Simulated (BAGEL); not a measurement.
# GeN2H5 (SMILES [NH][GeH2][NH2]): ROHF/6-31G(d) (density fitting with qzvpp-jkfit, spherical functions)

Aim: the energy change on altering one bond length of GeN2H5 at ROHF/6-31G* (density fitting with qzvpp-jkfit, spherical functions), from 2 runs. 

The calculation is run with BAGEL 1.2.2.

2 further runs of the same task are left out: 2 that didn't finish. Runs told in other sessions of the task aren't counted.

## 1. The system as given

The species is GeN2H5 (8 atoms), meant as a doublet with charge 0. As SMILES, `[NH][GeH2][NH2]`. The shape is that of a PBE0-D4/def2-TZVP optimisation. This is one conformer, not always the lowest.

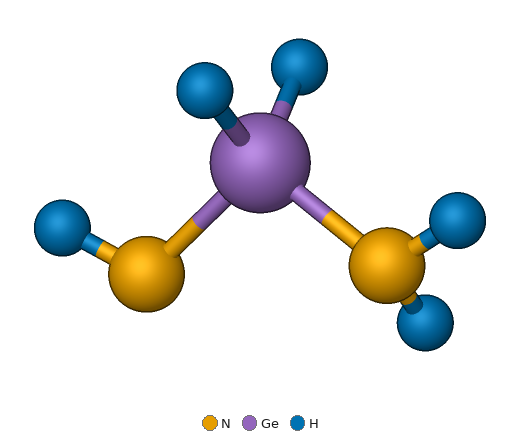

Viewed from a chosen angle; nitrogen amber, germanium purple, hydrogen blue.

## 2. The energy at ROHF/6-31G(d) (density fitting with qzvpp-jkfit, spherical functions)

Input file input.json:

```json
{ "bagel" : [

{
  "title" : "molecule",
  "basis" : "6-31gs.json",
  "df_basis" : "qzvpp-jkfit",
  "angstrom" : "true",
  "geometry" : [
    { "atom" : "N", "xyz" : [      -1.696200,      -0.133000,      -0.510200 ] },
    { "atom" : "Ge", "xyz" : [       0.044800,       0.440000,      -0.185400 ] },
    { "atom" : "N", "xyz" : [       0.758300,      -0.869000,       0.874100 ] },
    { "atom" : "H", "xyz" : [      -2.241700,       0.643600,      -0.898100 ] },
    { "atom" : "H", "xyz" : [       0.698700,       0.607500,      -1.583100 ] },
    { "atom" : "H", "xyz" : [       0.135600,       1.765700,       0.595000 ] },
    { "atom" : "H", "xyz" : [       0.680200,      -1.798300,       0.484200 ] },
    { "atom" : "H", "xyz" : [       1.712300,      -0.713500,       1.167600 ] }
  ]
},

{ "title" : "rohf", "nopen" : 1 },

{ "title" : "print", "file" : "orbitals.molden", "orbitals" : "true" }

]}
```

The basis set 6-31G* is read from a file made from the Basis Set Exchange's data (not shown).

The run is started by

```
$ BAGEL_NUM_THREADS=1 BAGEL input.json > input.out
```

Output:

```text
* using 1 threads per process

  ===============================================================
  ===============================================================

  *** Geometry ***

  { "atom" : "N", "xyz" : [     -3.205353,     -0.251334,     -0.964138 ] },
  { "atom" : "Ge", "xyz" : [      0.084660,      0.831479,     -0.350355 ] },
  { "atom" : "N", "xyz" : [      1.432979,     -1.642172,      1.651810 ] },
  { "atom" : "H", "xyz" : [     -4.236199,      1.216228,     -1.697163 ] },
  { "atom" : "H", "xyz" : [      1.320352,      1.148009,     -2.991625 ] },
  { "atom" : "H", "xyz" : [      0.256247,      3.336689,      1.124387 ] },
  { "atom" : "H", "xyz" : [      1.285392,     -3.398294,      0.915005 ] },
  { "atom" : "H", "xyz" : [      3.235778,     -1.348320,      2.206444 ] },

  Number of auxiliary basis functions:      510

  Since a DF basis is specified, we compute 2- and 3-index integrals:
    o Being stored without compression. Storage requirement is 0.020 GB

  Number of basis functions:       70
  Number of electrons      :       51

    * METHOD: MOLECULE                             0.27

  *** Open-shell HF ***

  === Nuclear Repulsion ===
   201.4552582424

      * DIIS with orbital gradients will be used.

  === ROHF iteration (6-31gs.json) ===
      0      -2186.40178562          0.05679577           0.12
      1      -2186.60193018          0.04269612           0.12
      2      -2186.74483241          0.02771549           0.12
      3      -2186.82681019          0.00305353           0.12
      4      -2186.83017613          0.00123641           0.11
      5      -2186.83059776          0.00036631           0.12
      6      -2186.83066026          0.00014312           0.12
      7      -2186.83067588          0.00007370           0.12
      8      -2186.83068041          0.00003853           0.12
      9      -2186.83068222          0.00002275           0.12
     10      -2186.83068284          0.00001685           0.11
     11      -2186.83068319          0.00001416           0.12
     12      -2186.83068368          0.00001029           0.12
     13      -2186.83068402          0.00000564           0.12
     14      -2186.83068408          0.00000242           0.12
     15      -2186.83068404          0.00000134           0.12
     16      -2186.83068403          0.00000071           0.12
     17      -2186.83068402          0.00000042           0.12
     18      -2186.83068402          0.00000025           0.12
     19      -2186.83068402          0.00000015           0.12
     20      -2186.83068402          0.00000011           0.12
     21      -2186.83068402          0.00000009           0.12
     22      -2186.83068402          0.00000007           0.12
     23      -2186.83068402          0.00000005           0.12
     24      -2186.83068402          0.00000003           0.12
     25      -2186.83068402          0.00000002           0.12
     26      -2186.83068402          0.00000001           0.12
    * SCF iteration converged.

    * S^2 (ROHF) is 0.7500

    * Permanent dipole moment:
           (   -0.606999,    -0.495091,     0.394490) a.u.

    * METHOD: ROHF                                 3.40

    * METHOD: PRINT                                0.01

  ===============================================================
```

It took 3.9 s on 1 thread of Arm Neoverse V1, shared host; peak memory 0.11 GiB.

## 3. The distorted shape

Input file calc.json:

```json
{ "bagel" : [

{
  "title" : "molecule",
  "basis" : "6-31gs.json",
  "df_basis" : "qzvpp-jkfit",
  "angstrom" : "true",
  "geometry" : [
    { "atom" : "N", "xyz" : [   -1.672773,    0.145751,   -0.393246 ] },
    { "atom" : "Ge", "xyz" : [    0.068227,    0.718751,   -0.068446 ] },
    { "atom" : "N", "xyz" : [    0.781727,   -0.590249,    0.991054 ] },
    { "atom" : "H", "xyz" : [   -2.218273,    0.922351,   -0.781146 ] },
    { "atom" : "H", "xyz" : [    0.722127,    0.886251,   -1.466146 ] },
    { "atom" : "H", "xyz" : [    0.159027,    2.044451,    0.711954 ] },
    { "atom" : "H", "xyz" : [    0.680200,   -1.798300,    0.484200 ] },
    { "atom" : "H", "xyz" : [    1.735727,   -0.434749,    1.284554 ] }
  ]
},
{
  "title" : "rohf",
  "nopen" : 1
},
{
  "title" : "print",
  "file" : "orbitals.molden",
  "orbitals" : "true"
}

]}
```

The basis set 6-31G* is read from a file made from the Basis Set Exchange's data (not shown).

The run is started by

```
$ BAGEL_NUM_THREADS=1 BAGEL calc.json > calc.out
```

Output:

```text
* using 1 threads per process

  ===============================================================
  ===============================================================

  *** Geometry ***

  { "atom" : "N", "xyz" : [     -3.161083,      0.275429,     -0.743127 ] },
  { "atom" : "Ge", "xyz" : [      0.128930,      1.358243,     -0.129344 ] },
  { "atom" : "N", "xyz" : [      1.477250,     -1.115409,      1.872821 ] },
  { "atom" : "H", "xyz" : [     -4.191928,      1.742991,     -1.476152 ] },
  { "atom" : "H", "xyz" : [      1.364622,      1.674772,     -2.770614 ] },
  { "atom" : "H", "xyz" : [      0.300517,      3.863452,      1.345398 ] },
  { "atom" : "H", "xyz" : [      1.285392,     -3.398294,      0.915005 ] },
  { "atom" : "H", "xyz" : [      3.280049,     -0.821557,      2.427455 ] },

  Number of auxiliary basis functions:      510

  Since a DF basis is specified, we compute 2- and 3-index integrals:
    o Being stored without compression. Storage requirement is 0.020 GB

  Number of basis functions:       70
  Number of electrons      :       51

    * METHOD: MOLECULE                             0.28

  *** Open-shell HF ***

  === Nuclear Repulsion ===
   199.9029633096

      * DIIS with orbital gradients will be used.

  === ROHF iteration (6-31gs.json) ===
      0      -2186.33520843          0.05727713           0.14
      1      -2186.52810039          0.04468789           0.13
      2      -2186.67934038          0.03017437           0.13
      3      -2186.77649927          0.00331276           0.14
      4      -2186.78063295          0.00128141           0.13
      5      -2186.78112644          0.00041358           0.13
      6      -2186.78119822          0.00015400           0.13
      7      -2186.78121627          0.00008542           0.13
      8      -2186.78122255          0.00005586           0.13
      9      -2186.78122576          0.00003975           0.13
     10      -2186.78122793          0.00002866           0.12
     11      -2186.78122929          0.00002308           0.13
     12      -2186.78123074          0.00001538           0.13
     13      -2186.78123140          0.00000758           0.13
     14      -2186.78123147          0.00000332           0.13
     15      -2186.78123141          0.00000187           0.13
     16      -2186.78123139          0.00000103           0.13
     17      -2186.78123138          0.00000062           0.13
     18      -2186.78123138          0.00000044           0.13
     19      -2186.78123138          0.00000032           0.13
     20      -2186.78123138          0.00000025           0.13
     21      -2186.78123138          0.00000021           0.14
     22      -2186.78123139          0.00000016           0.13
     23      -2186.78123139          0.00000010           0.13
     24      -2186.78123139          0.00000005           0.13
     25      -2186.78123138          0.00000003           0.13
     26      -2186.78123138          0.00000002           0.13
     27      -2186.78123138          0.00000001           0.13
     28      -2186.78123138          0.00000001           0.13
    * SCF iteration converged.

    * S^2 (ROHF) is 0.7500

    * Permanent dipole moment:
           (   -0.607442,    -0.496018,     0.403895) a.u.

    * METHOD: ROHF                                 3.98

    * METHOD: PRINT                                0.01

  ===============================================================
```

It took 4.5 s on 1 thread of Arm Neoverse V1, shared host; peak memory 0.11 GiB.

## 4. Results

Level: ROHF/6-31G* (density fitting with qzvpp-jkfit, spherical functions).

| quantity | value |
| --- | --- |
| first shape: total energy | -2186.83068 Eh |
| first shape: dipole moment | 2.23 D |
| first shape: ⟨S²⟩ | 0.750 |
| distorted shape: total energy | -2186.78123 Eh |
| distorted shape: dipole moment | 2.24 D |
| distorted shape: ⟨S²⟩ | 0.750 |
| energy change with the N3–H7 bond stretched from 1.011 to 1.314 Å | 1.346 eV |

With the N3–H7 bond stretched from 1.011 to 1.314 Å the energy rises by 1.35 eV (130 kJ/mol). The first shape isn't relaxed at this level, so the change isn't measured from a minimum.
